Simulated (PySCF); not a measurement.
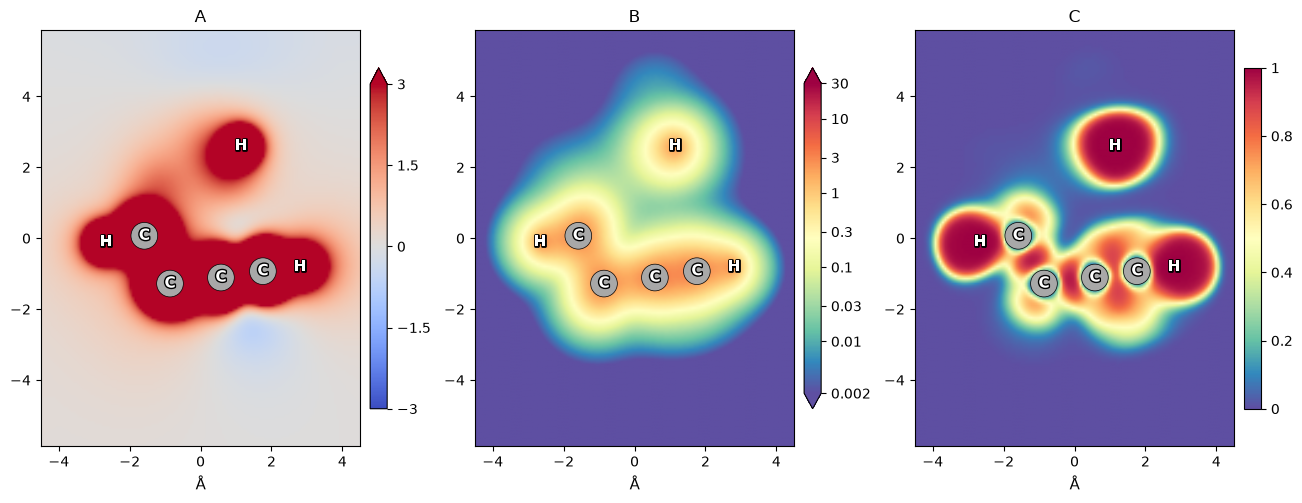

C4H10ClPSi2: 3 fields on the plane of atoms C2, C3 and C4, with unlabelled colour scales. Grey discs cover the atomic cores.

Geometry: GFN2-xTB.

The calculation used PBE0/pcSseg-1, SCF density, gas phase, non-relativistic in PySCF 2.14.0.

Match the panels to the quantities (electron density, electron localisation function and electrostatic potential).

Panel A: electrostatic potential (strongly positive close to the atoms, with negative regions outside electron-rich atoms). Panel B: electron density. Panel C: electron localisation function. From the grid: C–C (1.20 Å): the density is about 2.7 e/Å³ at the midpoint; the ELF peaks at about 0.85 between the atoms; a short, multiple covalent bond.
